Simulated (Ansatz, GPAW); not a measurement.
# Au3IO (model structure): optical spectrum from first principles

Wanted: where Au3IO (model structure) starts to absorb, how strongly, and its refractive index. The structure is a model built here, which may or may not match a known phase. It was built so: All Ag replaced by Au and S replaced by O in the R3 structure of Ag3SI. The cell is first relaxed with Ansatz.

Program: GPAW 26.7.0. Level of theory: DFT, PBE, plane-wave PAW (GPAW data sets), scalar-relativistic, RPA, optical limit. Results are calculated unless marked as measured.

## (1) The structure

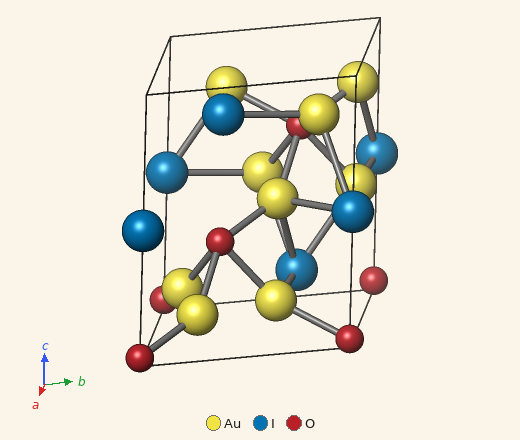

The cell as given, slightly off an axis (gold yellow, iodine blue, oxygen red). This picture shows the conventional cell, with its axes. Bonds to atoms that aren't drawn are left out. Some periodic images of atoms are drawn too.

## (2) Relaxation

Spectra hang on bond lengths, so the cell is first brought to its minimum.

This step: DFT, PBE, plane-wave PAW, default files, scalar-relativistic, relaxation (Ansatz 0.2.0).

Input file input.yaml:

```yaml
crystal:
  lattice:
    - [3.1406024687, 1.8132276807, 2.56429118]
    - [-3.1406024687, 1.8132276807, 2.56429118]
    - [0.0, -3.6264553615, 2.56429118]
  atoms:
    - { symbol: Au, position: [0.8895, 0.0175, 0.53] }
    - { symbol: Au, position: [0.0175, 0.53, 0.8895] }
    - { symbol: Au, position: [0.53, 0.8895, 0.0175] }
    - { symbol: I, position: [0.5, 0.5, 0.5] }
    - { symbol: O, position: [0.0319, 0.0319, 0.0319] }
kpoints:
  mp_grid: { grid: [5, 5, 5] }
scf:
  occupations: { method: fermi_dirac, width: 0.05 }
hamiltonian:
  xc: pbe
output:
  forces: true
  stress: true
relax:
  f_tol: 0.02
  max_steps: 50
  cell: {}
```

The run is started by

```
> ansatz run input.yaml --threads 1 --pin off --max-ram 4096MiB --backend cpu --events-out ev --progress --plain --runs-dir out
```

Numbers of over 12 decimals in the logs are rounded to 6 here.

Log:

```text
Engine: ansatz 0.2.0, aarch64-unknown-linux-gnu
Pseudopotentials: kind: paw
Pseudopotential: Au, paw, valence charge 19, recommended cutoff 420 eV (normal), Au.paw.azcp
Pseudopotential: I, paw, valence charge 17, recommended cutoff 420 eV (normal), I.paw.azcp
Pseudopotential: O, paw, valence charge 6, recommended cutoff 420 eV (normal), O.paw.azcp
Functional definition: PBE
  parameter kappa = 0.804
  parameter beta = 0.066725
  exchange = pbe_x(kappa = kappa, mu = beta*pi^2/3)
  correlation = pbe_c(beta = beta)
Crystal: 5 atoms, lattice volume = 87.616 Å³
Basis set: ecut = 420 eV, 1743 PW (Γ), exchange–correlation on 60×60×60 points (8 copies of the dense FFT grid, shifted against one another)
Bands: 48, of which v1, the nominal top of the filled ones, is band 40 counted from 1 (39 counted from 0)
Symmetry: 3 space group operations
Space group: R3 (ITA 146), of the structure as read, at distance tolerance 4.4e-5 Å
k-points: 23 of 125 (time reversal used)
Non-local potential: Au, projectors of the file, l = 0: 3, l = 1: 2, l = 2: 2, l = 3: 1
Non-local potential: I, projectors of the file, l = 0: 2, l = 1: 2, l = 2: 2, l = 3: 2
Non-local potential: O, projectors of the file, l = 0: 2, l = 1: 2, l = 2: 1
PAW form: soft (Blöchl's): semilocal exchange-correlation on the pseudo side does not see the compensation charge
PAW one-centre angular grid: Au, 590 points (default); XC on 64 Gauss nodes
PAW one-centre angular grid: I, 590 points (default); XC on 64 Gauss nodes
PAW one-centre angular grid: O, 110 points (default); XC on 64 Gauss nodes
Initial density: superposition of atomic densities (neutral atoms: chi_scale 0, normalization atom), corrected by the library's trained network
Initial wavefunctions: pseudopotential atomic-orbital guess
Functional: x = pbe(κ = 0.804, μ = 0.219515), c = pbe(β = 0.066725)
SCF iter   1: F=—  HF=-47522.774331 eV  |F-HF|=—  |Δ(HF+E_count)|=         —  Δρ=6.36e-3  dr2=5.90e-2  ethr=1.77e-3  ⟨swp⟩=6.8  Hψ=4339  notcnv=0  defer=12
preconditioner: auto → Resta (q_TF=auto, 2.687 Å⁻¹)  ε∞=8.1  [insulator: Δε(μ)=0.249 eV  Ē_g=10.089 eV  σ=0.050 eV  W_gap=0.67  n_scr=26 (ndim 8)  ℏωp=26.9 eV  f_vac=0.001  D(μ)=1.85/eV (n_scr^D=6)  ε∞_Penn≈8.1]
SCF iter   2: F=—  HF=-47522.768241 eV  |F-HF|=—  |Δ(HF+E_count)|=   6.09e-3  Δρ=3.23e-3  dr2=1.84e-2  ethr=7.38e-5  ⟨swp⟩=1.8  Hψ=1520  notcnv=0  defer=41
SCF iter   3: F=—  HF=-47522.765185 eV  |F-HF|=—  |Δ(HF+E_count)|=   3.06e-3  Δρ=5.08e-4  dr2=5.05e-4  ethr=2.29e-5  ⟨swp⟩=2.0  Hψ=1183  notcnv=0  defer=41
SCF iter   4: F=—  HF=-47522.765146 eV  |F-HF|=—  |Δ(HF+E_count)|=   3.93e-5  Δρ=1.68e-4  dr2=1.72e-5  ethr=6.31e-7  ⟨swp⟩=2.1  Hψ=1585  notcnv=0  defer=41
SCF iter   5: F=—  HF=-47522.765119 eV  |F-HF|=—  |Δ(HF+E_count)|=   2.71e-5  Δρ=4.61e-5  dr2=1.61e-6  ethr=2.15e-8  ⟨swp⟩=2.0  Hψ=1698  notcnv=0  defer=41
SCF iter   6: F=—  HF=-47522.765119 eV  |F-HF|=—  |Δ(HF+E_count)|=   4.42e-7  Δρ=1.14e-5  dr2=1.45e-7  ethr=2.01e-9  ⟨swp⟩=2.7  Hψ=1662  notcnv=0  defer=41
SCF iter   7: F=-47522.765119 eV  HF=-47522.765119 eV  |F-HF|=6.11e-10  |Δ(HF+E_count)|=   4.76e-8  Δρ=3.72e-6  dr2=1.21e-8  ethr=1.25e-10  ⟨swp⟩=4.0  Hψ=3568  notcnv=0
SCF 1 converged in 7 iterations: F = -47522.765119 eV  dr2 = 1.21e-8
  greatest PAW one-centre occupation: 1.000 electrons in one spin orbital (limit 2), on the Au atom at site 2 (counted from 0), in its partial waves of l = 0
relax step   1: F+E_penalty+E_count = -47522.76511911 eV  Δ(F+E_penalty+E_count) = +0.000e0 eV  max|allowed force component| = 1.869e0 eV/Å  Δτ_max = 0.0000 Å  P = +20.575 GPa  Ω = 87.616 Å³  (7 SCF iters, dr2 threshold 1.00e-7 eV, accepted)
Crystal: 5 atoms, lattice volume = 100.297 Å³
Basis set: ecut = 420 eV, 1935 PW (Γ), exchange–correlation on 60×60×60 points (8 copies of the dense FFT grid, shifted against one another)
Initial density: handed on by an earlier stage of this run
Initial wavefunctions: those handed on with the density
iter 1 solved again at ethr=3.72e-4 eV; its pass at ethr=3.10e-3 eV (dr2=2.97e-1 eV) is discarded
SCF iter   1: F=—  HF=-47523.804149 eV  |F-HF|=—  |Δ(HF+E_count)|=         —  Δρ=1.68e-2  dr2=3.02e-1  ethr=3.72e-4  ⟨swp⟩=2.0  Hψ=6096  notcnv=0
preconditioner: auto → Resta (q_TF=auto, 2.627 Å⁻¹)  ε∞=8.6  [insulator: Δε(μ)=0.148 eV  Ē_g=9.145 eV  σ=0.050 eV  W_gap=0.55  n_scr=26 (ndim 8)  ℏωp=25.1 eV  f_vac=0.007  D(μ)=2.04/eV (n_scr^D=18)  ε∞_Penn≈8.6]
SCF iter   2: F=—  HF=-47523.768221 eV  |F-HF|=—  |Δ(HF+E_count)|=   3.59e-2  Δρ=7.66e-3  dr2=6.91e-2  ethr=3.72e-4  ⟨swp⟩=2.0  Hψ=1263  notcnv=0
SCF iter   3: F=—  HF=-47523.759631 eV  |F-HF|=—  |Δ(HF+E_count)|=   8.59e-3  Δρ=1.04e-3  dr2=7.95e-4  ethr=8.64e-5  ⟨swp⟩=2.1  Hψ=1427  notcnv=0
SCF iter   4: F=—  HF=-47523.759780 eV  |F-HF|=—  |Δ(HF+E_count)|=   1.49e-4  Δρ=1.67e-4  dr2=3.19e-5  ethr=9.93e-7  ⟨swp⟩=2.0  Hψ=1635  notcnv=0
SCF iter   5: F=—  HF=-47523.759786 eV  |F-HF|=—  |Δ(HF+E_count)|=   6.18e-6  Δρ=6.13e-5  dr2=3.06e-6  ethr=3.99e-8  ⟨swp⟩=2.0  Hψ=1663  notcnv=0
SCF iter   6: F=-47523.759786 eV  HF=-47523.759786 eV  |F-HF|=3.28e-8  |Δ(HF+E_count)|=   5.82e-7  Δρ=1.15e-5  dr2=1.33e-7  ethr=6.25e-10  ⟨swp⟩=5.0  Hψ=4034  notcnv=0
SCF 2 converged in 6 iterations: F = -47523.759786 eV  dr2 = 1.33e-7
relax step   2: F+E_penalty+E_count = -47523.75978644 eV  Δ(F+E_penalty+E_count) = -9.947e-1 eV  max|allowed force component| = 5.065e-1 eV/Å  Δτ_max = 0.1677 Å  P = +0.364 GPa  Ω = 100.297 Å³  energy of the carried Pulay correction = -1.330e-2 eV  (6 SCF iters, dr2 threshold 5.00e-7 eV, accepted)
Crystal: 5 atoms, lattice volume = 100.459 Å³
iter 1 solved again at ethr=1.67e-5 eV; its pass at ethr=3.10e-3 eV (dr2=1.34e-2 eV) is discarded
SCF iter   1: F=—  HF=-47523.829151 eV  |F-HF|=—  |Δ(HF+E_count)|=         —  Δρ=4.41e-3  dr2=1.53e-2  ethr=1.67e-5  ⟨swp⟩=2.2  Hψ=5086  notcnv=0
preconditioner: auto → Kerker (q_TF=auto, 2.627 Å⁻¹)  [metal: Δε(μ)=0.117 eV  Ē_g=9.098 eV  σ=0.050 eV  W_gap=0.45  n_scr=26 (ndim 8)  ℏωp=25.1 eV  f_vac=0.006  D(μ)=2.10/eV (n_scr^D=18)]
SCF iter   2: F=—  HF=-47523.826728 eV  |F-HF|=—  |Δ(HF+E_count)|=   2.42e-3  Δρ=2.26e-3  dr2=5.01e-3  ethr=1.67e-5  ⟨swp⟩=1.0  Hψ=1104  notcnv=0
SCF iter   3: F=—  HF=-47523.825896 eV  |F-HF|=—  |Δ(HF+E_count)|=   8.32e-4  Δρ=3.65e-4  dr2=1.93e-4  ethr=6.26e-6  ⟨swp⟩=2.0  Hψ=1704  notcnv=0
SCF iter   4: F=—  HF=-47523.825550 eV  |F-HF|=—  |Δ(HF+E_count)|=   3.45e-4  Δρ=1.11e-4  dr2=2.97e-5  ethr=2.41e-7  ⟨swp⟩=2.6  Hψ=1590  notcnv=0
SCF iter   5: F=—  HF=-47523.825547 eV  |F-HF|=—  |Δ(HF+E_count)|=   3.07e-6  Δρ=4.94e-5  dr2=3.37e-6  ethr=3.71e-8  ⟨swp⟩=2.5  Hψ=1640  notcnv=0
[...]
relax step  21: F+E_penalty+E_count = -47525.23702083 eV  Δ(F+E_penalty+E_count) = +2.447e-2 eV  max|allowed force component| = 9.993e-1 eV/Å  Δτ_max = 0.1383 Å  P = -1.343 GPa  Ω = 121.074 Å³  energy of the carried Pulay correction = -3.164e-2 eV  (8 SCF iters, dr2 threshold 5.00e-7 eV, rejected (line search))
relax step  22: F+E_penalty+E_count = -47525.32711709 eV  Δ(F+E_penalty+E_count) = -6.563e-2 eV  max|allowed force component| = 2.510e-1 eV/Å  Δτ_max = 0.0526 Å  P = -0.307 GPa  Ω = 115.885 Å³  energy of the carried Pulay correction = -2.741e-2 eV  (13 SCF iters, accepted)
relax step  23: F+E_penalty+E_count = -47525.35541030 eV  Δ(F+E_penalty+E_count) = -2.829e-2 eV  max|allowed force component| = 1.700e-1 eV/Å  Δτ_max = 0.0432 Å  P = +0.490 GPa  Ω = 115.838 Å³  energy of the carried Pulay correction = -2.737e-2 eV  (7 SCF iters, dr2 threshold 5.00e-7 eV, accepted)
relax step  24: F+E_penalty+E_count = -47525.36883025 eV  Δ(F+E_penalty+E_count) = -1.342e-2 eV  max|allowed force component| = 5.508e-2 eV/Å  Δτ_max = 0.0164 Å  P = -0.428 GPa  Ω = 115.442 Å³  energy of the carried Pulay correction = -2.703e-2 eV  (6 SCF iters, dr2 threshold 5.00e-7 eV, accepted)
relax step  25: F+E_penalty+E_count = -47525.37003052 eV  Δ(F+E_penalty+E_count) = -1.200e-3 eV  max|allowed force component| = 8.879e-3 eV/Å  Δτ_max = 0.0030 Å  P = +0.006 GPa  Ω = 114.935 Å³  energy of the carried Pulay correction = -2.661e-2 eV  (5 SCF iters, dr2 threshold 5.00e-7 eV, accepted)
relax step  26: F+E_penalty+E_count = -47525.51232162 eV  Δ(F+E_penalty+E_count) = -1.423e-1 eV  max|allowed force component| = 2.695e-3 eV/Å  Δτ_max = 0.0000 Å  P = +1.764 GPa  Ω = 114.935 Å³  stress off target by 2.27e0 GPa  SCF on the basis re-selected at this cell (its energy is not comparable with the rows above)  (10 SCF iters)
relax step  27: F+E_penalty+E_count = -47525.54847005 eV  Δ(F+E_penalty+E_count) = -3.615e-2 eV  max|allowed force component| = 5.074e-2 eV/Å  Δτ_max = 0.0601 Å  P = +0.688 GPa  Ω = 118.217 Å³  energy of the carried Pulay correction = -3.232e-3 eV  (7 SCF iters, dr2 threshold 5.00e-7 eV, accepted)
relax step  28: F+E_penalty+E_count = -47525.55535981 eV  Δ(F+E_penalty+E_count) = -6.890e-3 eV  max|allowed force component| = 3.905e-2 eV/Å  Δτ_max = 0.0502 Å  P = -0.101 GPa  Ω = 119.962 Å³  energy of the carried Pulay correction = -5.192e-3 eV  (7 SCF iters, dr2 threshold 5.00e-7 eV, accepted)
relax step  29: F+E_penalty+E_count = -47525.55568663 eV  Δ(F+E_penalty+E_count) = -3.268e-4 eV  max|allowed force component| = 1.129e-2 eV/Å  Δτ_max = 0.0050 Å  P = -0.018 GPa  Ω = 119.842 Å³  energy of the carried Pulay correction = -5.046e-3 eV  (6 SCF iters, dr2 threshold 9.53e-8 eV, accepted)
relax step  30: F+E_penalty+E_count = -47525.56193082 eV  Δ(F+E_penalty+E_count) = -6.244e-3 eV  max|allowed force component| = 1.019e-2 eV/Å  Δτ_max = 0.0000 Å  P = -0.012 GPa  Ω = 119.842 Å³  stress off target by 5.76e-2 GPa  SCF on the basis re-selected at this cell (its energy is not comparable with the rows above)  (8 SCF iters)
relax step  31: F+E_penalty+E_count = -47525.56228815 eV  Δ(F+E_penalty+E_count) = -3.573e-4 eV  max|allowed force component| = 8.759e-3 eV/Å  Δτ_max = 0.0050 Å  P = +0.031 GPa  Ω = 119.617 Å³  energy of the carried Pulay correction = +2.127e-4 eV  (6 SCF iters, dr2 threshold 8.30e-9 eV, accepted)
iter 1 solved again at ethr=4.75e-7 eV; its pass at ethr=3.10e-3 eV (dr2=3.80e-4 eV) is discarded
SCF iter   1: F=—  HF=-47525.562016 eV  |F-HF|=—  |Δ(HF+E_count)|=         —  Δρ=3.96e-5  dr2=8.23e-8  ethr=4.75e-7  ⟨swp⟩=3.2  Hψ=7546  notcnv=0
eigensolver tolerance schedule: the retry pair's looser diagonalisation over-reported the residual by 4618.99 of it (diagonalisation noise at 2.42 of the residual, at the tolerance the schedule requests for it); recorded, not acted on — ethr = c·dr2/N_el stays at c = 1.0e-1
preconditioner: auto → Resta (q_TF=auto, 2.551 Å⁻¹)  ε∞=7.1  [insulator: Δε(μ)=1.400 eV  Ē_g=9.310 eV  σ=0.050 eV  W_gap=1.00  n_scr=26 (ndim 8)  ℏωp=23.0 eV  f_vac=0.086  D(μ)=0.00/eV (n_scr^D=0)  ε∞_Penn≈7.1]
SCF iter   2: F=—  HF=-47525.562021 eV  |F-HF|=—  |Δ(HF+E_count)|=   4.39e-6  Δρ=2.01e-5  dr2=2.69e-8  ethr=1.03e-10  ⟨swp⟩=3.2  Hψ=2370  notcnv=0
SCF iter   3: F=—  HF=-47525.562028 eV  |F-HF|=—  |Δ(HF+E_count)|=   7.52e-6  Δρ=5.52e-6  dr2=1.42e-8  ethr=3.37e-11  ⟨swp⟩=2.0  Hψ=1633  notcnv=0
SCF iter   4: F=—  HF=-47525.562029 eV  |F-HF|=—  |Δ(HF+E_count)|=   3.43e-7  Δρ=6.39e-7  dr2=4.83e-10  ethr=1.77e-11  ⟨swp⟩=2.0  Hψ=1630  notcnv=0
SCF iter   5: F=—  HF=-47525.562029 eV  |F-HF|=—  |Δ(HF+E_count)|=   2.65e-9  Δρ=2.62e-7  dr2=1.44e-10  ethr=1.00e-12  ⟨swp⟩=2.0  Hψ=1728  notcnv=0
SCF iter   6: F=-47525.562029 eV  HF=-47525.562029 eV  |F-HF|=7.28e-12  |Δ(HF+E_count)|=  1.31e-10  Δρ=1.02e-7  dr2=1.51e-11  ethr=1.00e-12  ⟨swp⟩=4.8  Hψ=3532  notcnv=0
SCF 32 converged in 6 iterations: F = -47525.562029 eV  dr2 = 1.51e-11
relax step  32: F+E_penalty+E_count = -47525.56202856 eV  Δ(F+E_penalty+E_count) = +2.596e-4 eV  max|allowed force component| = 8.750e-3 eV/Å  Δτ_max = 0.0000 Å  P = +0.031 GPa  Ω = 119.617 Å³  stress off target by 4.00e-2 GPa  SCF on the basis re-selected at this cell (its energy is not comparable with the rows above)  (6 SCF iters)
basis re-selected at this cell: Δ(F+E_penalty+E_count) = +2.596e-4 eV, ΔP = -0.000 GPa vs the last step (what re-selecting the basis moved, of the pressure what is left beyond the Pulay correction that the steps carried, after the strain that the cell walked since its last selection, with what the two solves' SCF thresholds leave and, on support functions, any second-order correction that the steps lacked; it is no m [...]
SCF converged after 6 iterations
Free energy (F): -47525.562029 eV
Harris-Foulkes:  -47525.562029 eV  (|F-HF|=7.28e-12)
Internal energy: -47525.562028 eV  (E = F + TS)
E sigma→0 (E₀):  -47525.562029 eV
Entropy (-TS):   -0.000000 eV (-0.000 meV/atom)
Fermi energy:    10.763544 eV
--- Per-component energies (eV) ---
  E_band       = -1480.686534
  E_kinetic    = 2175.197939
  E_local      = -9953.166706  (includes V_loc(G=0)·N_el)
  E_nonlocal   = 181.050568
  E_hartree    = 4348.655334
  E_xc         = -881.755337
  E_vxc        = -1042.556444  (∫ρ·V_xc dr)
  E_paw        = -34095.020274  (= ΣΔE_a)
  E_vpaw       = -1538.529146  (= ΣTr[D̂ρ^β])
  E_aug_tail   = 0.006789  (compensation charges beyond the density's cutoff)
  E_ewald      = -9300.530343
  E_smearing   = -0.000000  (= −TS)
  E_closure    = 0.000000  (closes the sum)
  Σ components = -47525.562029   (vs F -47525.562029, Δ=0.00e0)
--- Forces (eV/Å), atoms counted from 1 ---
  atom   1  Au    -0.00001730    -0.00064231     0.00047518
  atom   2  Au    -0.00054761     0.00033614     0.00047518
  atom   3  Au     0.00056491     0.00030617     0.00047518
  atom   4  I     -0.00000000     0.00000000    -0.00875016
  atom   5  O      0.00000000    -0.00000000     0.00732504
  max |Σ_I F_I| component: 4.35e-7 eV/Å
--- Stress (GPa, compression-positive) ---
        0.039982       0.000000       0.000000
       -0.000000       0.039982       0.000000
        0.000000       0.000000       0.011833
  P = ⅓ Tr σ = 0.0306 GPa (0.306 kbar)
--- Relaxed structure (29 steps of the walk, 27 accepted, 3 SCFs on fresh bases) ---
  F+E_penalty+E_count = -47525.56202856 eV   max|allowed force component| = 8.750e-3 eV/Å   (the final SCF, on the basis selected at the relaxed cell)
  cell:  # Å, volume = 119.6172 Å³
    - [3.686558, 2.128435, 2.540744]
    - [-3.686558, 2.128435, 2.540744]
    - [-4.563231536113279e-18, -4.256870, 2.540744]
  atoms:
    - { symbol: Au, position: [0.918439, -0.081565, 0.366849] }
    - { symbol: Au, position: [-0.081565, 0.366849, 0.918439] }
    - { symbol: Au, position: [0.366849, 0.918439, -0.081565] }
    - { symbol: I, position: [0.593294, 0.593294, 0.593294] }
    - { symbol: O, position: [0.171883, 0.171883, 0.171883] }
```

It took 4.1 min on 1 thread of Arm Neoverse V2, shared host; peak memory 0.4 GiB.

Step by step (22 of 32):

| step | energy less that of the first step (eV) | largest force component (eV/Å) | pressure (GPa) | volume (Å³) |
| --- | --- | --- | --- | --- |
| 1 | 0.0000 | 1.8692 | 20.57 | 87.62 |
| 2 | -0.9947 | 0.5065 | 0.36 | 100.30 |
| 4 | -1.1080 | 0.3634 | 0.08 | 100.06 |
| 5 | -1.1684 | 0.2644 | 0.98 | 99.76 |
| 7 | -1.2207 | 0.1153 | -1.78 | 104.64 |
| 8 | -1.2394 | 0.2469 | 0.08 | 103.13 |
| 10 | -1.3363 | 0.4563 | 0.44 | 100.34 |
| 11 | -1.5658 | 0.7959 | -0.34 | 99.72 |
| 13 | -1.8755 | 0.4293 | 0.03 | 98.86 |
| 14 | -1.6355 | 1.7210 | 6.10 | 95.82 |
| 16 | -1.9090 | 0.1970 | 1.59 | 99.18 |
| 17 | -1.9191 | 0.1425 | 1.39 | 99.89 |
| 19 | -2.1653 | 0.6450 | 1.63 | 107.02 |
| 20 | -2.4964 | 0.1749 | 1.59 | 111.91 |
| 22 | -2.5620 | 0.2510 | -0.31 | 115.88 |
| 23 | -2.5903 | 0.1699 | 0.49 | 115.84 |
| 25 | -2.6049 | 0.0089 | 0.01 | 114.93 |
| 26* | -2.7472 | 0.0027 | 1.76 | 114.93 |
| 28 | -2.7902 | 0.0391 | -0.10 | 119.96 |
| 29 | -2.7906 | 0.0113 | -0.02 | 119.84 |
| 31 | -2.7972 | 0.0088 | 0.03 | 119.62 |
| 32* | -2.7969 | 0.0088 | 0.03 | 119.62 |

Relaxation steps marked * repeat the geometry before them on a plane-wave basis chosen anew for their cell, so energy and pressure can jump there. Other such steps can lie between the rows shown. Relaxation steps 14, 21 were tried and not accepted.

Forces are held to the 3 operations that the run works with; a distortion that breaks them can't arise in this run.

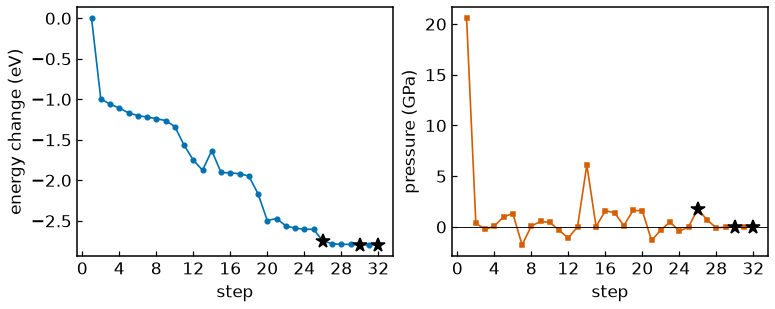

Energy and pressure along the relaxation. Stars mark steps on a basis chosen anew.

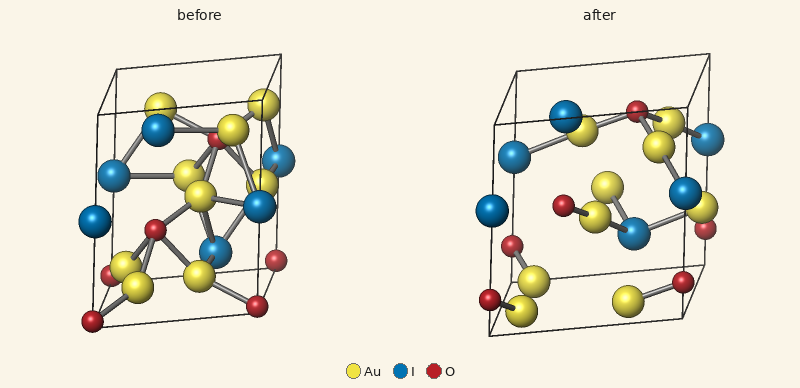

The structure before and after the relaxation, drawn at the same scale. Bonds to atoms that aren't drawn are left out.

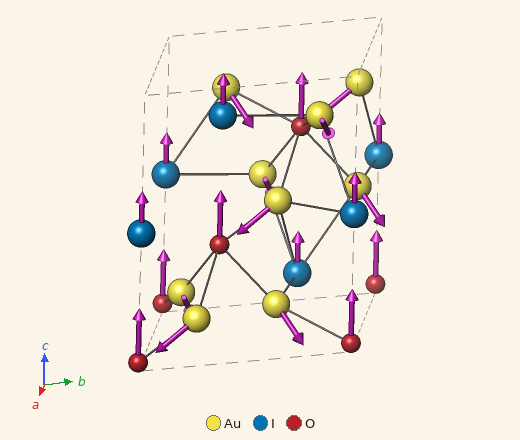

Displacements in the relaxation, exaggerated, measured against the changing cell; the longest in the cell stands for 1.07 Å. Bonds to atoms that aren't drawn are left out. Some periodic images of atoms are drawn too.

| cell as run | before | after | change |
| --- | --- | --- | --- |
| a (Å) | 4.441 | 4.957 | +11.6 % |
| b (Å) | 4.441 | 4.957 | +11.6 % |
| c (Å) | 4.441 | 4.957 | +11.6 % |
| α (°) | 90.00 | 96.08 | +6.8 % |
| β (°) | 90.00 | 96.08 | +6.8 % |
| γ (°) | 90.00 | 96.08 | +6.8 % |
| volume (Å³/atom) | 17.52 | 23.92 | +36.5 % |

The atoms that moved most (Å, as changes of fractional coordinates times the final cell):

| atom | dx | dy | dz | length |
| --- | --- | --- | --- | --- |
| O5 | 0.000 | 0.000 | 1.067 | 1.067 |
| Au2 | 0.236 | -0.681 | -0.593 | 0.933 |
| Au3 | -0.708 | 0.136 | -0.593 | 0.933 |
| Au1 | 0.472 | 0.545 | -0.593 | 0.933 |
| I4 | 0.000 | 0.000 | 0.711 | 0.711 |

Final coordinates:

```
Au I O
1.0
     3.68656    2.12844    2.54074
    -3.68656    2.12844    2.54074
     0.00000   -4.25687    2.54074
Au I O
3 1 1
Direct
  0.91844 0.91844 0.36685
  0.91844 0.36685 0.91844
  0.36685 0.91844 0.91844
  0.59329 0.59329 0.59329
  0.17188 0.17188 0.17188
```

The relaxation ends with a largest force component of 0.0088 eV/Å and a pressure of 0.03 GPa.

(Continued in part 2 of 3.)

[Machine, clock and banner lines and Python warnings are left out of the logs.]

[Logs are printed without paths, hosts, clocks, repeated set-up lines and the standing remarks that a program may print on its own settings, such as how far it seeks lower states.]

[Hosts, paths, dates, database ids (printed as entryN), source tags and the programs' standing remarks are cut or masked in the printed files.]
